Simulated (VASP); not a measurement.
Band structure of NaF (rock salt). Computed with PBE GGA, VASP's PBE PAW potentials (set 64) (plane waves; VASP).

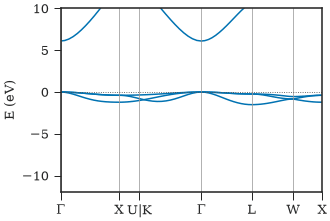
Figure: Bands along high-symmetry lines, zero at the valence-band maximum or, without a gap, the Fermi level

### Question
Read the plot: is there a gap, and where are the band edges?

### Answer
The gap is direct, 6.10 eV, from the valence maximum at Γ to the conduction minimum at Γ. (Edges off the drawn lines would not show.)

Measured: gap 11.70 eV (computed value off by -5.60 eV), as given by David Koller et al., Journal of Physics Condensed Matter (2013), arXiv:1304.4470.

The compound is NaF in the rock salt structure. It was relaxed first.
